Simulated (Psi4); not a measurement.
**C2F3N (trifluoromethylisocyanide): B2PLYP/def2-SVP (density fitting for correlation)**

Aim: the vertical ionisation energy of C2F3N (trifluoromethylisocyanide) at B2PLYP/def2-SVP (density fitting for correlation), from 2 runs. 

Program for the calculation: Psi4 1.11.

## 1. Starting point

The species is C2F3N (6 atoms), meant as a singlet with charge 0. As SMILES, `[C-]#[N+]C(F)(F)F`. Geometry: relaxed at PBE0-D4/def2-TZVP.

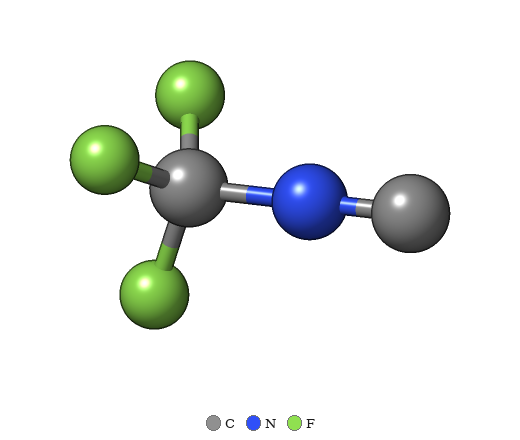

Viewed from a chosen angle; carbon grey, nitrogen blue, fluorine green.

## 2. A single-point energy at B2PLYP/def2-SVP (density fitting for correlation)

The input, c2f3n.xyz:

```xyz
6
C2F3N
C      0.847870    -1.738560     0.906050
N      0.383970    -0.786810     0.410270
C     -0.172600     0.353950    -0.184440
F     -1.291150     0.037040    -0.816420
F      0.677790     0.873500    -1.054990
F     -0.445880     1.260880     0.739530
```

The input, run.py:

```python
import psi4

psi4.set_memory('2200 MB')
psi4.set_num_threads(1)
psi4.core.set_output_file('psi4.out', False)

with open('c2f3n.xyz') as f:
    atoms = ''.join(f.readlines()[2:])
molecule = psi4.geometry('0 1\n' + atoms + 'symmetry c1\nno_reorient\nno_com')

psi4.set_options({
    'basis': 'def2-SVP',
    'puream': True,
    'e_convergence': 1e-09,
    'd_convergence': 1e-08,
    'scf_type': 'pk',
    'dft_radial_points': 99,
    'dft_spherical_points': 590,
    'num_frozen_docc': 6,
})

e, wfn = psi4.energy("b2plyp", molecule=molecule, return_wfn=True)
print(f'total energy {e:.8f} hartree = {e * 27.211386:.5f} eV')
```

Run with:

```sh
$ python run.py
```

psi4.out, shortened:

```text
[...]
  Running in c1 symmetry.
[...]
  Nuclear repulsion =  237.787180612646182
[...]
  Multiplicity = 1
[...]
  Nalpha       = 23
  Nbeta        = 23
[...]
    Number of basis functions: 84
[...]
   @RKS iter   1:  -429.33877285141585   -4.04169e-01   6.80824e-03 ADIIS/DIIS
[...]
   @RKS iter  10:  -429.45936870701541   -1.98952e-11   6.31450e-09 DIIS
[...]
    Orbital Energies [Eh]
    ---------------------
    Doubly Occupied:
       1A    -25.435285     2A    -25.435239     3A    -25.435232
       4A    -14.927582     5A    -10.978806     6A    -10.729110
       7A     -1.526537     8A     -1.423617     9A     -1.423613
      10A     -1.134794    11A     -0.913117    12A     -0.792153
      13A     -0.744078    14A     -0.744077    15A     -0.613109
      16A     -0.613101    17A     -0.585343    18A     -0.574054
      19A     -0.574052    20A     -0.548412    21A     -0.477434
      22A     -0.477429    23A     -0.420314
[...]
  @RKS Final Energy:  -429.45936870701541
   => Energetics <=
    Nuclear Repulsion Energy =            237.7871806126461820
    One-Electron Energy =               -1064.5586744159215868
    Two-Electron Energy =                 420.7884263480886489
    DFT Exchange-Correlation Energy =     -23.4763012518285734
    Empirical Dispersion Energy =           0.0000000000000000
    VV10 Nonlocal Energy =                  0.0000000000000000
    Total Energy =                       -429.4593687070154147
[...]
 Multipole Moments:
 ------------------------------------------------------------------------------------
     Multipole            Electronic (a.u.)      Nuclear  (a.u.)        Total (a.u.)
 ------------------------------------------------------------------------------------
 L = 1.  Multiply by 2.5417464519 to convert [e a0] to [Debye]
 Dipole X            :          5.1483847           -5.2794224           -0.1310377
 Dipole Y            :        -10.5544446           10.8233119            0.2688673
 Dipole Z            :          5.5015149           -5.6415317           -0.1400168
 Magnitude           :                                                    0.3302503
[...]
```

On the terminal:

```text
total energy -429.76540224 hartree = -11694.51225 eV
```

It took 10 s on 1 thread of Intel Xeon Platinum 8375C at 2.90GHz (Ice Lake), shared host; peak memory 0.99 GiB.

## 3. The doublet cation, same level

The input, job.dat:

```
memory 2200 MB

molecule {
  1 2
  C      0.847870    -1.738560     0.906050
  N      0.383970    -0.786810     0.410270
  C     -0.172600     0.353950    -0.184440
  F     -1.291150     0.037040    -0.816420
  F      0.677790     0.873500    -1.054990
  F     -0.445880     1.260880     0.739530
  symmetry c1
  no_reorient
  no_com
}

set globals {
  basis                def2-SVP
  reference            uks
  puream               true
  e_convergence        1e-09
  d_convergence        1e-08
  scf_type             pk
  dft_radial_points    99
  dft_spherical_points 590
  num_frozen_docc      6
  maxiter              100
}

e, wfn = energy('b2plyp', return_wfn=True)
```

Run with:

```sh
$ psi4 -n 1 job.dat job.out
```

job.out, shortened:

```text
[...]
  Running in c1 symmetry.
[...]
  Nuclear repulsion =  237.787180612646182
[...]
  Multiplicity = 2
[...]
  Nalpha       = 23
  Nbeta        = 22
[...]
    Number of basis functions: 84
[...]
   @UKS iter   1:  -428.84587075306808    8.87332e-02   7.27963e-03 DIIS/ADIIS
[...]
   @UKS iter  15:  -429.00398100191217   -1.36424e-12   5.32211e-09 DIIS
[...]
   @S^2 Observed:                8.276442720E-01
[...]
    Orbital Energies [Eh]
    ---------------------
    Alpha Occupied:
       1A    -25.634292     2A    -25.634245     3A    -25.634243
       4A    -15.283857     5A    -11.200760     6A    -11.171184
       7A     -1.726654     8A     -1.619863     9A     -1.619859
      10A     -1.457123    11A     -1.198741    12A     -0.995958
      13A     -0.942688    14A     -0.942686    15A     -0.907530
      16A     -0.824421    17A     -0.824410    18A     -0.790534
      19A     -0.790529    20A     -0.785962    21A     -0.755763
      22A     -0.755762    23A     -0.738984
    Alpha Virtual:
      24A     -0.312602    25A     -0.312599    26A     -0.023777
[...]
  @UKS Final Energy:  -429.00398100191217
   => Energetics <=
    Nuclear Repulsion Energy =            237.7871806126461820
    One-Electron Energy =               -1053.2941717365984005
    Two-Electron Energy =                 409.7953423551857668
    DFT Exchange-Correlation Energy =     -23.2923322331456752
    Empirical Dispersion Energy =           0.0000000000000000
    VV10 Nonlocal Energy =                  0.0000000000000000
    Total Energy =                       -429.0039810019121660
[...]
 Multipole Moments:
 ------------------------------------------------------------------------------------
     Multipole            Electronic (a.u.)      Nuclear  (a.u.)        Total (a.u.)
 ------------------------------------------------------------------------------------
 L = 1.  Multiply by 2.5417464519 to convert [e a0] to [Debye]
 Dipole X            :          6.4530895           -5.2794224            1.1736671
 Dipole Y            :        -13.2296813           10.8233119           -2.4063694
 Dipole Z            :          6.8957386           -5.6415317            1.2542069
 Magnitude           :                                                    2.9565424
[...]
```

It took 20 s on 1 thread of Intel Xeon Platinum 8375C at 2.90GHz (Ice Lake), shared host; peak memory 0.99 GiB.

## 4. Outcome

Level: B2PLYP/def2-SVP (density fitting for correlation), 6 core orbitals frozen.

```
                                                                quantity          value
                                             singlet C2F3N: total energy  -429.76540 Eh
                        singlet C2F3N: HOMO energy (SCF part's orbitals)      -11.44 eV
                        singlet C2F3N: LUMO energy (SCF part's orbitals)        0.96 eV
                      singlet C2F3N: HOMO–LUMO gap (SCF part's orbitals)       12.40 eV
                                            doublet cation: total energy  -429.30792 Eh
doublet cation: HOMO energy (SCF part's orbitals) (highest over α and β)      -20.11 eV
 doublet cation: LUMO energy (SCF part's orbitals) (lowest over α and β)      -13.15 eV
                                                    doublet cation: ⟨S²⟩          0.828
                      vertical ionisation energy (to the doublet cation)      12.449 eV
```

Removing an electron at fixed nuclei costs 12.45 eV (287 kcal/mol). −ε(HOMO) before ionisation, 11.44 eV, is 1.01 eV below this ionisation energy.
